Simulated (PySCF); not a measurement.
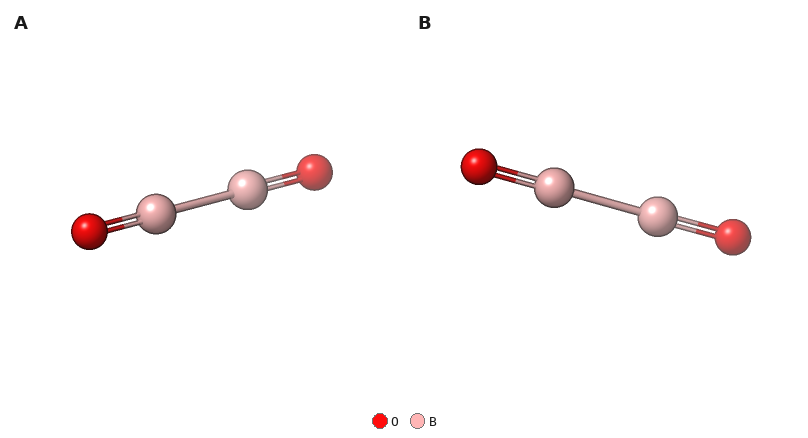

Depth is shown by fading: the farther an atom, the more it takes the colour of the background. The geometry was computed by an optimisation with PBE0-D3(BJ)/def2-SVP. No frequency run is at hand to confirm it as a minimum.

> How are A and B related: the same structure turned, mirror images, conformers, diastereomers or constitutional isomers?

They are the same structure, B2O2 (O=BB=O), seen from two directions. With point group D∞h it is achiral, so its mirror image would be the same too.
